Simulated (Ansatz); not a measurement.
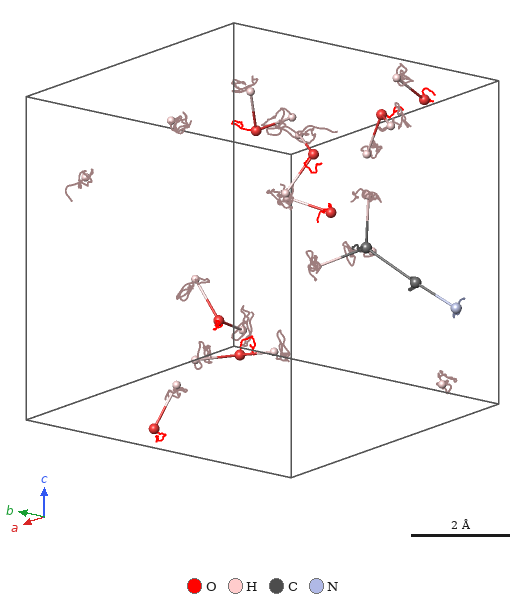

Molecular dynamics of a periodic cell with 8 H2O + 1 CH3CN at 0.94 g/cm³, 150 fs long. Lines trace each atom's path, in the colour of its element; spheres stand at the starting positions. Seen from a free direction in the simulation cell.

These are results of Ansatz, DFT LDA, scalar-relativistic, plane waves, PAW, not measurements. Run with plane-wave cutoff 420 eV; k-point mesh 1 × 1 × 1; Fermi-Dirac smearing 0.02 eV; Langevin thermostat (NVT); set temperature 400 K; time step 0.5 fs; friction 0.02 per fs.

Question: What do the traces tell about the motion?

Answer: In the second half of the run the atoms are, in the root-mean-square, this far from where they began (common drift taken out): H 0.37 Å, N 0.34 Å, O 0.33 Å, C 0.22 Å. The heavy atoms stay within a fraction of a molecule's size of their starting places; so short a run doesn't tell a liquid from a solid.

Limits of the set-up: the periodic images lie only 6.9 Å apart, so the values are limited by the cell's size.

Cost: 2.7 min on 1 thread of AMD EPYC 9R45 (Zen 5) (shared host), peak memory 0.49 GiB.
